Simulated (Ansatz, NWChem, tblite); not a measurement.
Redistribution: C3H4F2 + CHBrClF → C3H5F + CBrClF2

Species: C3H4F2 `C=CC(F)F`, singlet; CHBrClF (bromochlorofluoromethane) `FC(Cl)Br`, singlet; C3H5F (allyl fluoride) `C=CCF`, singlet; CBrClF2 `FC(F)(Cl)Br`, singlet. The partners trade F for H; both sit on C, so the bond types are kept.

Shapes, held fixed at every level: PBE0-D4/def2-TZVP. Flexible molecules stand in one conformer, not always the lowest. Programs: Ansatz 0.2.0, NWChem 7.3.0, tblite 0.8.0. Electronic energies: no zero-point or thermal term.

```
              level                    kind  ΔE (kJ/mol)  less CCSD(T)/def2-TZVPP
           GFN1-xTB          semi-empirical         -9.6                    -29.1
        HF/def2-SVP            Hartree–Fock        +27.2                     +7.7
      PBE0/def2-SVP           global hybrid        +14.5                     -5.0
B3LYP-D4/def2-TZVPP           global hybrid        +17.0                     -2.5
 PBE0-D4/def2-TZVPP           global hybrid        +15.8                     -3.7
 wB97M-V/def2-TZVPP  range-separated hybrid        +15.4                     -4.1
 wB97X-V/def2-TZVPP  range-separated hybrid        +16.5                     -3.0
 CCSD(T)/def2-TZVPP   coupled cluster or CI        +19.5                      0.0
```

The highest level, CCSD(T)/def2-TZVPP, gives ΔE = +19.5 kJ/mol; the levels span -9.6 to +27.2. They disagree on the sign: 7 of 8 are positive. The column of differences is taken from that level and isn't an error. No measured value is set beside it here. Relativity is left out for Br. Outer-core shells of Br are correlated, in sets that cover them unevenly.

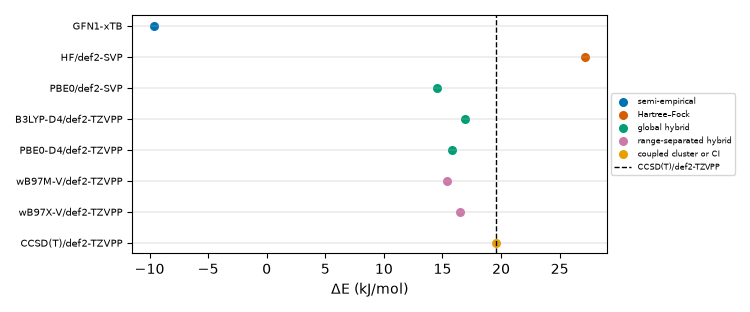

The values of the table, level by level.
